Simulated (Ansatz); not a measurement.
**Geometry relaxation, with input and output: SiH$_{3}$OF$_{3}$**

The run: geometry relaxation of SiH$_{3}$OF$_{3}$. Method and program: RKS B3LYP/def2-SVP (Ansatz 0.2.0).

The input holds or restrains some coordinates. Forces given for the steps count only the free coordinates. It belongs to a series of runs on one base structure; here: pulled along the bonds that form and break, towards end A. Figures and captions count atoms from 1; the log counts them from 0 in places.

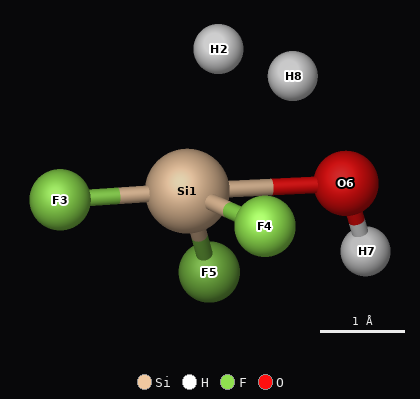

The starting structure (ball-and-stick view, seen at a tilt; atoms are numbered from 1 in the order of the input). Bond lengths as drawn: F–Si 1.59 Å, H–O 1.01 Å and O–Si 1.98 Å.

**Input**
```yaml
crystal:
  periodic: [false, false, false]
  atoms:
    - { symbol: Si, position_ang: [0.0, 0.0, 0.0] }
    - { symbol: H, position_ang: [0.0, 0.0, 1.81] }
    - { symbol: F, position_ang: [1.4994, 0.0, -0.5295] }
    - { symbol: F, position_ang: [-0.7489, 1.2974, -0.5295] }
    - { symbol: F, position_ang: [-0.7489, -1.2974, -0.5295] }
    - { symbol: O, position_ang: [-1.879, 0.0, 0.6243] }
    - { symbol: H, position_ang: [-2.4241, -0.6297, 0.053] }
    - { symbol: H, position_ang: [-0.9605, 0.0, 1.7351] }
basis:
  gaussian: { orbitals: def2-SVP }
hamiltonian:
  xc: b3lyp
relax:
  f_tol: 0.15
  max_steps: 25
  restrain:
    - { distance: [0, 5], at: 2.88, k: 30.0 }
    - { distance: [7, 1], at: 1.86, k: 30.0 }
    - { distance: [0, 1], at: 1.46, k: 30.0 }
    - { distance: [7, 5], at: 1.01, k: 30.0 }
output:
  orbitals: {}
```

Run on 2 threads of Arm Neoverse V1, 24 GiB of memory available, shared host.

Launch command:
```bash
ansatz run input.yaml --threads 2 --pin off --max-ram 3072MiB --backend cpu --events-out ev --progress --plain --runs-dir out
```

**Output**
```
The last accepted step is kept in [file] (removed where the run ends without a failure and the disk answers)
Engine: ansatz 0.2.0, aarch64-unknown-linux-gnu
Functional definition: B3LYP
  parameter a0 = 0.2
  parameter ax = 0.72
  parameter ac = 0.81
  exchange = (1 - a0 - ax)*slater_x + ax*b88_x + a0*exact_x
  correlation = (1 - ac)*vwn_rpa_c + ac*lyp_c
892 factors; integrals over basis functions are off by at most 3.8e-4 eV
mean field evaluation 1: about -18105.0867 eV, gradient 7.3e1 eV
mean field evaluation 2: about -18036.5581 eV, gradient 1.8e2 eV
mean field evaluation 4: about -18114.1460 eV, gradient 1.3e1 eV
mean field evaluation 8: about -18114.4161 eV, gradient 1.6e-1 eV
mean field evaluation 16: about -18114.4162 eV, gradient 2.1e-5 eV
mean field -18114.41615495 eV, -665.6925153020 hartree, gradient 2.1e-5 eV, S^2 0.000000; 0 other end points of the search recorded, 0 dependent functions left out
the calculation of the forces begins
reference -18114.41635562 eV, -665.6925226766 hartree; 26, 26 occupied and 63, 63 virtual orbitals, 892 factors
relax step   1: F+E_penalty+E_count = -18114.41615495 eV  Δ(F+E_penalty+E_count) = +0.000e0 eV  max|allowed force component| = 4.628e0 eV/Å  E_restraint = 28.83657568 eV  max|allowed force component, restraints' pulls added| = 3.662e1 eV/Å  Δτ_max = 0.0000 Å  (27 SCF iters, accepted)
  distance Si 0 - O 5 = 1.9800 Å
  distance H 7 - H 1 = 0.9634 Å
  distance Si 0 - H 1 = 1.8100 Å
  distance H 7 - O 5 = 1.4414 Å
these checks for a lower state are left out or cut short: starts, cluster_reference, orbital_swaps, neighbouring_geometries, increment
892 factors; integrals over basis functions are off by at most 4.1e-4 eV
mean field -18115.60327856 eV, -665.7361412901 hartree, gradient 6.3e-5 eV, S^2 0.000000; 0 other end points of the search recorded, 0 dependent functions left out
[... from here on the field's lines of each further geometry are left out, up to the last ...]
relax step   2: F+E_penalty+E_count = -18115.60327856 eV  Δ(F+E_penalty+E_count) = -1.187e0 eV  max|allowed force component| = 4.346e0 eV/Å  E_restraint = 14.28759167 eV  max|allowed force component, restraints' pulls added| = 2.559e1 eV/Å  Δτ_max = 0.1950 Å  (29 SCF iters, accepted)
relax step   3: F+E_penalty+E_count = -18116.84971485 eV  Δ(F+E_penalty+E_count) = -1.246e0 eV  max|allowed force component| = 5.651e0 eV/Å  E_restraint = 5.19257714 eV  max|allowed force component, restraints' pulls added| = 1.375e1 eV/Å  Δτ_max = 0.1948 Å  (28 SCF iters, accepted)
relax step   4: F+E_penalty+E_count = -18117.85494182 eV  Δ(F+E_penalty+E_count) = -1.005e0 eV  max|allowed force component| = 5.587e0 eV/Å  E_restraint = 0.83323768 eV  max|allowed force component, restraints' pulls added| = 7.379e0 eV/Å  Δτ_max = 0.1928 Å  (27 SCF iters, accepted)
relax step   5: F+E_penalty+E_count = -18118.58557094 eV  Δ(F+E_penalty+E_count) = -7.306e-1 eV  max|allowed force component| = 2.538e0 eV/Å  E_restraint = 0.02211523 eV  max|allowed force component, restraints' pulls added| = 2.445e0 eV/Å  Δτ_max = 0.1908 Å  (27 SCF iters, accepted)
relax step   6: F+E_penalty+E_count = -18118.77430047 eV  Δ(F+E_penalty+E_count) = -1.887e-1 eV  max|allowed force component| = 9.562e-1 eV/Å  E_restraint = 0.01487053 eV  max|allowed force component, restraints' pulls added| = 9.327e-1 eV/Å  Δτ_max = 0.1998 Å  (27 SCF iters, accepted)
relax step   7: F+E_penalty+E_count = -18118.81718774 eV  Δ(F+E_penalty+E_count) = -4.289e-2 eV  max|allowed force component| = 8.949e-1 eV/Å  E_restraint = 0.01214576 eV  max|allowed force component, restraints' pulls added| = 2.587e-1 eV/Å  Δτ_max = 0.1943 Å  (26 SCF iters, accepted)
relax step   8: F+E_penalty+E_count = -18118.82556965 eV  Δ(F+E_penalty+E_count) = -8.382e-3 eV  max|allowed force component| = 9.220e-1 eV/Å  E_restraint = 0.01084352 eV  max|allowed force component, restraints' pulls added| = 4.621e-1 eV/Å  Δτ_max = 0.1173 Å  (26 SCF iters, accepted)
the calculation of the forces begins
reference -18118.83118592 eV, -665.8547646976 hartree; 26, 26 occupied and 63, 63 virtual orbitals, 892 factors
relax step   9: F+E_penalty+E_count = -18118.83098499 eV  Δ(F+E_penalty+E_count) = -5.415e-3 eV  max|allowed force component| = 8.579e-1 eV/Å  E_restraint = 0.01136672 eV  max|allowed force component, restraints' pulls added| = 9.383e-2 eV/Å  Δτ_max = 0.0699 Å  (23 SCF iters, accepted)
```

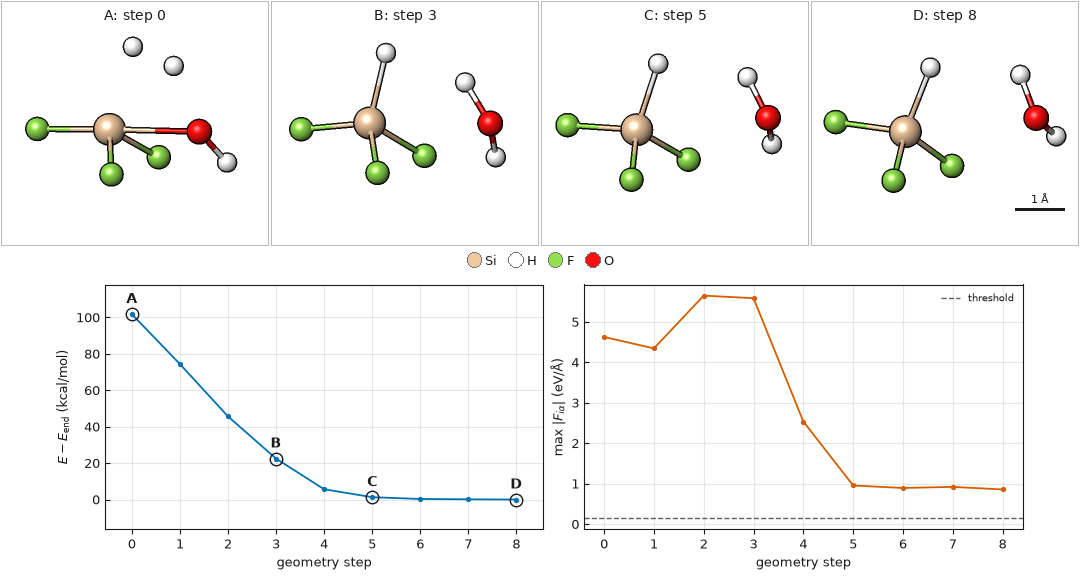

Frames of the restrained relaxation (ball-and-stick view, seen at a tilt) above the curves, on which the letters mark them (the first geometry is step 0 here and step 1 in the log).

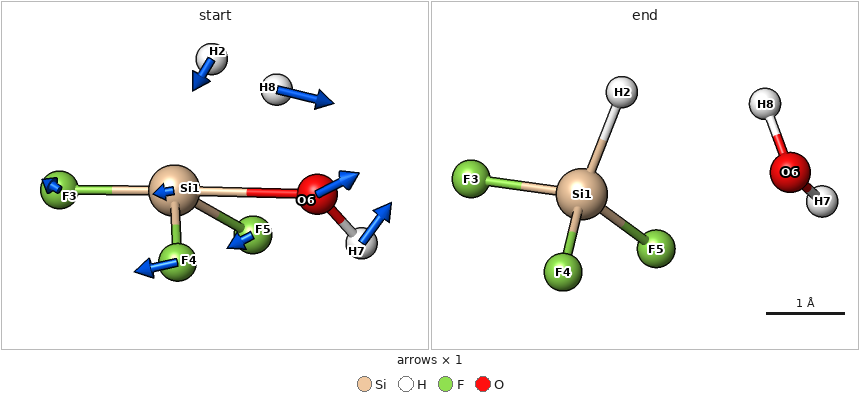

Before (left) and after (right) the restrained relaxation, at one scale (ball-and-stick view, seen at a tilt). The blue arrows give the displacements, at true length. Over 8 geometry steps the energy falls by 101.8 kcal/mol. Largest force component: 4.6 eV/Å at the start, 0.86 eV/Å at the end. The atom that moves furthest after the best rigid fit is H8 (0.77 Å). Largest moves by element: H 0.77 Å, O 0.68 Å, F 0.59 Å, Si 0.29 Å. Among the contacts that change: Si1–O6 1.980 → 2.877 Å, O6–H8 1.441 → 0.985 Å, Si1–H2 1.810 → 1.462 Å, O6–H7 1.010 → 0.970 Å. New bonds form: O6–H8 (1.44 → 0.99 Å). Bonds break: Si1–O6 (1.98 → 2.88 Å). Among the angles that change: F3–Si1–F5 109.5° → 105.9°, F3–Si1–F4 109.5° → 106.7°. (Atoms are counted from 1 in the order of the input.)

```
  distance Si 0 - O 5 = 2.8765 Å
  distance H 7 - H 1 = 1.8712 Å
  distance Si 0 - H 1 = 1.4618 Å
  distance H 7 - O 5 = 0.9852 Å
892 factors; integrals over basis functions are off by at most 9.4e-4 eV
mean field -18118.83098499 eV, -665.8547573135 hartree, gradient 5.5e-5 eV, S^2 0.000000; 1 other end points of the search recorded, 0 dependent functions left out
the calculation of the forces begins
reference -18118.83118592 eV, -665.8547646976 hartree; 26, 26 occupied and 63, 63 virtual orbitals, 892 factors
Total energy: -18118.83118592 eV, -665.8547646976 hartree
Atom 0 at     0.249997     0.100938    -0.110139 Å, force    -0.091172    -0.000656    -0.073273 eV/Å
Atom 1 at     0.090714     0.092634     1.342919 Å, force     0.331471     0.052736    -0.019460 eV/Å
Atom 2 at     1.807566    -0.070834    -0.462190 Å, force     0.038640     0.000785     0.015643 eV/Å
Atom 3 at    -0.232419     1.454992    -0.809899 Å, force    -0.012529     0.014468     0.021789 eV/Å
Atom 4 at    -0.497144    -1.152199    -0.789349 Å, force    -0.022364     0.001851     0.044954 eV/Å
Atom 5 at    -2.368420     0.019236     1.078016 Å, force     0.610828    -0.304349     0.439604 eV/Å
Atom 6 at    -2.610672    -0.811382     0.638516 Å, force     0.003011     0.067227     0.046659 eV/Å
Atom 7 at    -1.701623    -0.263086     1.746025 Å, force    -0.857886     0.167938    -0.475916 eV/Å
Dipole moment:    -0.052843    -0.335414     0.405753 e Å
```

**Trajectory as extended XYZ (Å, eV, eV/Å), 9 frames, from step=1 to step=9**
```
8
Properties=species:S:1:pos:R:3:forces:R:3 step=1 energy=-18114.41615
Si    0.0000    0.0000    0.0000   -4.6285   0.6646   1.4888
H     0.0000    0.0000    1.8100    0.7770   0.1668  -0.8418
F     1.4994    0.0000   -0.5295    0.2403  -0.1033   0.4346
F    -0.7489    1.2974   -0.5295    2.7827   2.8193  -2.2090
F    -0.7489   -1.2974   -0.5295    2.8487  -3.4008  -2.5406
O    -1.8790    0.0000    0.6243   -1.3100  -0.1582   3.3284
H    -2.4241   -0.6297    0.0530    0.8437   0.8087   1.9133
H    -0.9605    0.0000    1.7351   -1.5538  -0.7972  -1.5737
8
Properties=species:S:1:pos:R:3:forces:R:3 step=2 energy=-18115.60328
Si    0.0612    0.0031    0.0222   -4.3458   0.6752   2.1603
H     0.1431    0.0016    1.7411    0.4295   0.0557  -1.9307
F     1.5240   -0.0003   -0.5318    1.3091  -0.0888  -0.3003
F    -0.7143    1.3043   -0.5363    2.1260   0.9346  -1.0465
F    -0.7125   -1.3052   -0.5377    1.9933  -1.2508  -1.0920
O    -1.9957    0.0006    0.7356    0.7866   0.8352   3.1482
H    -2.4237   -0.6259    0.0711    1.0530   0.2135   2.2779
H    -1.1440   -0.0078    1.6698   -3.3517  -1.3747  -3.2169
8
Properties=species:S:1:pos:R:3:forces:R:3 step=3 energy=-18116.84972
Si    0.1528    0.0088    0.0454   -5.6509   0.5334   1.9012
H     0.2479    0.0039    1.6599    0.4140  -0.0184  -1.9698
F     1.5599   -0.0013   -0.5481    2.9818  -0.0867  -1.2172
F    -0.6891    1.2980   -0.5365    2.0536  -0.3156  -0.2073
F    -0.6898   -1.2979   -0.5349    1.8389   0.1382  -0.1613
O    -2.1068    0.0132    0.8427    0.2242   0.3617   1.9494
H    -2.4098   -0.6263    0.0992    1.6244   0.7426   2.7529
H    -1.3271   -0.0281    1.6062   -3.4859  -1.3552  -3.0480
8
Properties=species:S:1:pos:R:3:forces:R:3 step=4 energy=-18117.85494
Si    0.2363    0.0144    0.0578   -5.5874   0.3220   0.3017
H     0.3118    0.0080    1.5644    0.2826  -0.0403  -0.8157
F     1.6248   -0.0033   -0.5789    2.8987  -0.0816  -1.2583
F    -0.6506    1.2810   -0.5336    1.8357  -0.7873   0.3328
F    -0.6567   -1.2803   -0.5285    1.6932   0.7631   0.4247
O    -2.2693    0.0137    0.9464   -0.7372  -0.1410  -0.0209
H    -2.3734   -0.6080    0.1533    1.0788   0.9036   2.2796
H    -1.4848   -0.0553    1.5529   -1.4642  -0.9386  -1.2439
8
Properties=species:S:1:pos:R:3:forces:R:3 step=5 energy=-18118.58557
Si    0.2552    0.0405   -0.0094   -2.5383   0.0918  -0.5566
H     0.2431    0.0289    1.4533    0.2935   0.0340  -0.0139
F     1.7203   -0.0237   -0.5699    1.0787  -0.0427  -0.4055
F    -0.5198    1.3234   -0.6413    0.8552  -0.5906   0.3193
F    -0.5794   -1.2620   -0.5818    0.8002   0.6858   0.3548
O    -2.4112   -0.0027    1.0694    0.2814  -0.1394  -0.1583
H    -2.3451   -0.5826    0.2743    0.1617   0.3041   1.0848
H    -1.6252   -0.1515    1.6392   -0.9326  -0.3431  -0.6245
8
Properties=species:S:1:pos:R:3:forces:R:3 step=6 energy=-18118.77430
Si    0.2347    0.0883   -0.0648   -0.9562   0.0825   0.0355
H     0.1686    0.0695    1.3979    0.2706   0.1513  -0.0387
F     1.7527   -0.0736   -0.5087    0.4218  -0.0071  -0.2414
F    -0.3752    1.4095   -0.7489    0.3436  -0.2956   0.1326
F    -0.5842   -1.1958   -0.6253    0.2700   0.1927  -0.0321
O    -2.4018    0.0101    1.0890    0.6906  -0.2866   0.2310
H    -2.3969   -0.6904    0.4125   -0.0972   0.1044   0.2882
H    -1.6599   -0.2473    1.6823   -0.9433   0.0582  -0.3752
8
Properties=species:S:1:pos:R:3:forces:R:3 step=7 energy=-18118.81719
Si    0.2341    0.1020   -0.0805   -0.1789   0.0630  -0.3242
H     0.1028    0.1411    1.3761    0.3380  -0.0238  -0.0500
F     1.7690   -0.1156   -0.4949    0.0595  -0.0494   0.1040
F    -0.2335    1.4544   -0.7928   -0.0252   0.0518   0.0449
F    -0.5771   -1.1328   -0.7340    0.0929   0.0364   0.1590
O    -2.3950   -0.0109    1.0847    0.7138  -0.2054   0.4772
H    -2.4697   -0.8119    0.5455   -0.1052  -0.0249  -0.0229
H    -1.6926   -0.2560    1.7298   -0.8949   0.1522  -0.3881
8
Properties=species:S:1:pos:R:3:forces:R:3 step=8 energy=-18118.82557
Si    0.2477    0.1144   -0.1000   -0.2081  -0.1166  -0.1113
H     0.0971    0.1346    1.3533    0.3500   0.0605  -0.0050
F     1.7942   -0.1023   -0.4725    0.0308  -0.0011   0.0200
F    -0.2185    1.4650   -0.8149   -0.0060   0.0436   0.0008
F    -0.5467   -1.1344   -0.7434    0.0972   0.0678   0.0511
O    -2.3726    0.0029    1.0836    0.5785  -0.6645   0.2900
H    -2.5752   -0.8214    0.5958    0.0797   0.4187   0.2440
H    -1.6881   -0.2885    1.7319   -0.9220   0.1916  -0.4896
8
Properties=species:S:1:pos:R:3:forces:R:3 step=9 energy=-18118.83099
Si    0.2500    0.1009   -0.1101   -0.0912  -0.0007  -0.0733
H     0.0907    0.0926    1.3429    0.3315   0.0527  -0.0195
F     1.8076   -0.0708   -0.4622    0.0386   0.0008   0.0156
F    -0.2324    1.4550   -0.8099   -0.0125   0.0145   0.0218
F    -0.4971   -1.1522   -0.7893   -0.0224   0.0019   0.0450
O    -2.3684    0.0192    1.0780    0.6108  -0.3043   0.4396
H    -2.6107   -0.8114    0.6385    0.0030   0.0672   0.0467
H    -1.7016   -0.2631    1.7460   -0.8579   0.1679  -0.4759
```

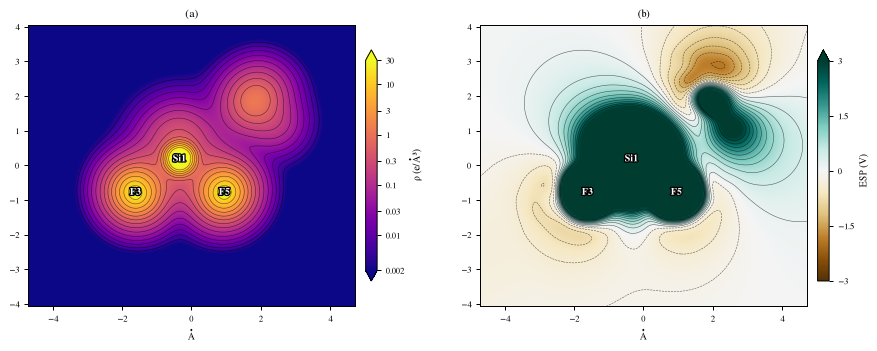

(a) total electron density; (b) electrostatic potential on the plane of atoms F3, Si1 and F5. Atoms in the plane: Si and F. Si–F (1.61 Å): ρ at the midpoint is about 1.1 e/Å³.

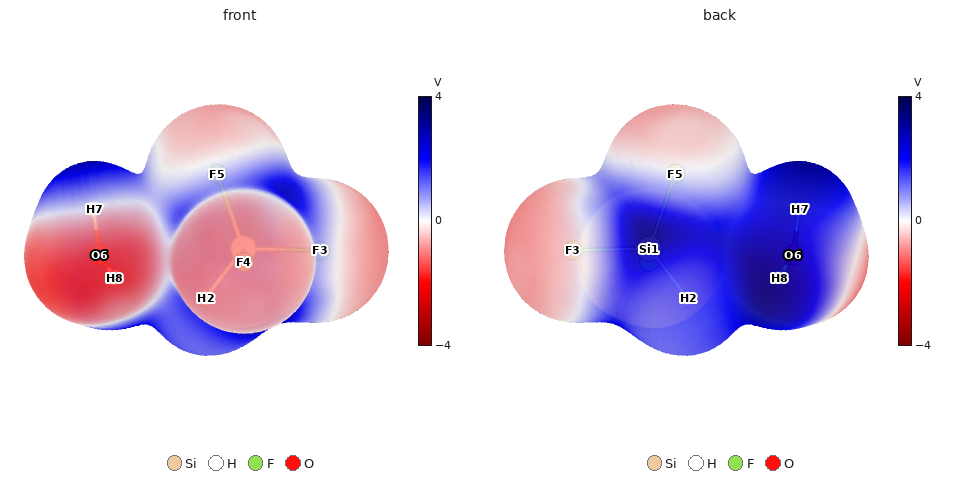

The electrostatic potential painted on the density surface at 0.004 e/bohr³, seen at a tilt and from behind; red is negative and blue positive. A positive charge is drawn to the negative regions and a negative charge to the positive ones.

**Key numbers**

| quantity | value |
| --- | --- |
| outcome | converged under the restraints of the input |
| total energy | −18118.8312 eV |
| mean-field energy | −18118.8312 eV |
| largest force (length of the vector) at the end, held atoms and coordinates included | 0.995 eV/Å |
| wall time | 19 s (CPU time 37 s) |
| peak memory | 0.17 GiB |
